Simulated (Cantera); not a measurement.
Charge: 1 mol Fe₂O₃, 2 mol C, 11 mol N₂, at 48.0 Pa.

Equilibrium computed with Cantera from the NASA thermochemical tables; the gas is ideal and each condensed phase is pure. Candidate condensed phases: C, Fe, Fe(CO)₅, FeO, Fe₂O₃, Fe₃O₄; 27 gas species. Equilibrium is a limit: real reactors are often held back by kinetics, nucleation or transport.

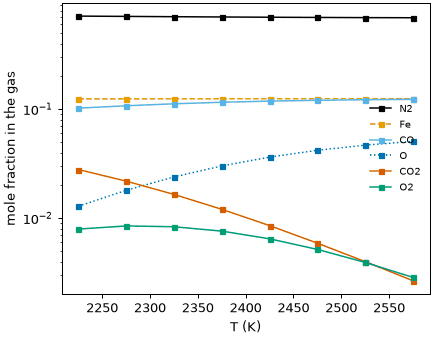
Equilibrium gas composition (values under 1e-9 drawn at 1e-9)

From 2225 K to 2575 K nothing is condensed. The main Fe-bearing gas is Fe throughout.
